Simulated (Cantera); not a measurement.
Charge: 1 mol Ti(OiPr)₄, 0.88 mol C₃H₈, 1.2 mol H₂, equilibrated at 1252 °C.

Cantera equilibrium calculation (NASA polynomials, part measured and part estimated; ideal gas, pure solids and liquids). Candidate condensed phases: C, C₆H₆, C₇H₈, C₈H₁₈, H₂O, Ti, TiC, TiO, TiO₂, Ti₂O₃, Ti₃O₅, Ti₄O₇; 113 gas species. The feed counts by its element totals alone. TiC: taken at fixed stoichiometry. Equilibrium is a limit: real reactors are often held back by kinetics, nucleation or transport.

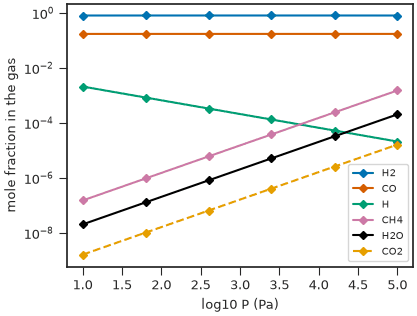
Figure: Equilibrium gas composition (values under 1e-9 drawn at 1e-9)

**Question.** Read off the mole fractions at 4.00 mbar.

**Answer.** H₂ about 0.82, CO about 0.18, H about 0.00034, CH₄ about 6.2e-6, H₂O about 8.3e-7, CO₂ about 6.6e-8.
